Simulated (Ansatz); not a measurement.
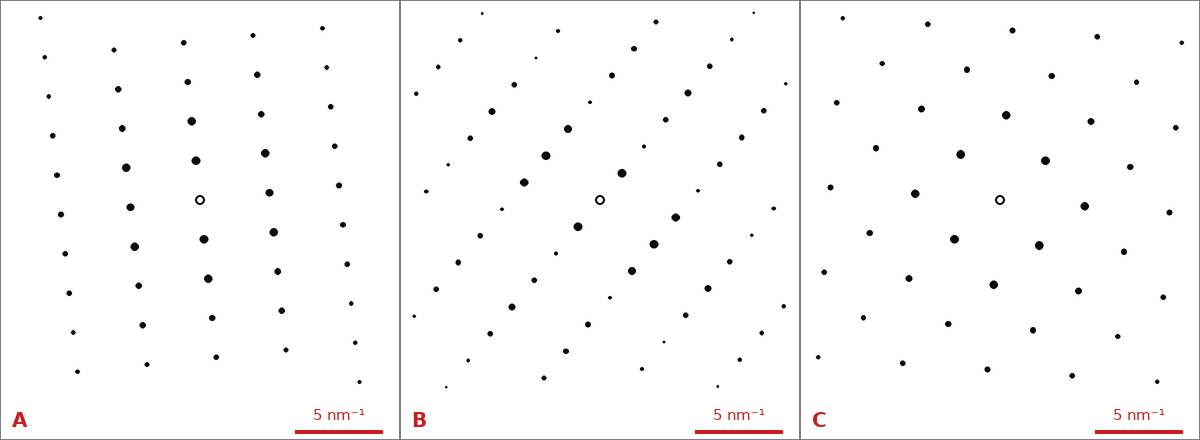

Kinematic electron diffraction patterns (300 kV, B = 0.5 Å², same scale, each along a low-index zone) of three structures of composition LiRu, each relaxed at zero pressure with DFT PBE, scalar-relativistic, plane waves, PAW in Ansatz 0.2.0.

The structures (standard cells):
1. Pmma (No. 51), a = 4.403 Å, b = 2.492 Å, c = 5.025 Å, 4 atoms; generated start, possibly hypothetical
2. Pm-3m (No. 221), a = 2.894 Å, 2 atoms; generated start, possibly hypothetical
3. P4/mmm (No. 123), a = 2.490 Å, c = 4.398 Å, 2 atoms; generated start, possibly hypothetical

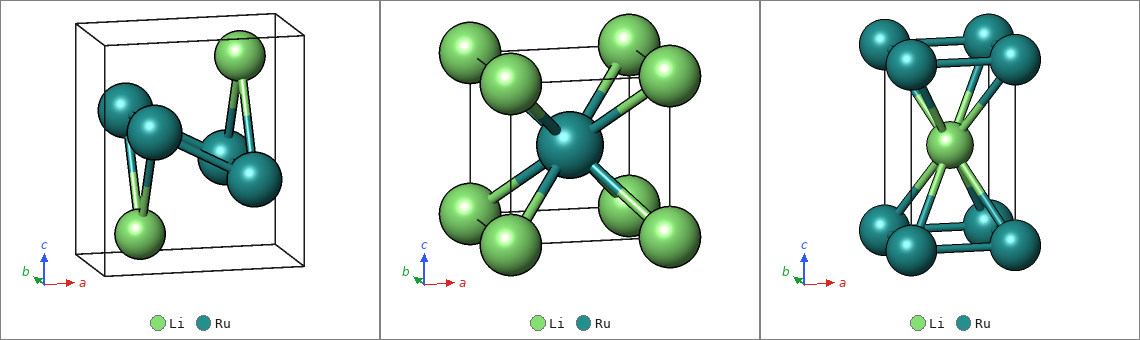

Drawings of the structures 1 to 3, from left to right (each may span several cells).

**Which pattern belongs to which structure, and along which zone?**

A is structure 3 along [100] or an equivalent direction: rectangular net of 0 0 1 at d = 4.40 Å and 0 1 0 at d = 2.49 Å, 90.0° apart. B is structure 1 along [100]: rectangular net of 0 0 1 at d = 5.03 Å and 0 1 0 at d = 2.49 Å, 90.0° apart. C is structure 2 along [001] or an equivalent direction: square net of 1 0 0 at d = 2.89 Å and 0 1 0 at d = 2.89 Å, 90.0° apart.

**Rank the structures by their computed energy.**

Structure 1 (Pmma, 13.78 Å³ an atom) is the lowest of these; structure 3 (P4/mmm, 13.63 Å³ an atom) lies about 66 meV an atom higher; structure 2 (Pm-3m, 12.12 Å³ an atom) lies about 390 meV an atom higher. These are static energies at 0 K; other structures, not shown, may lie lower still.
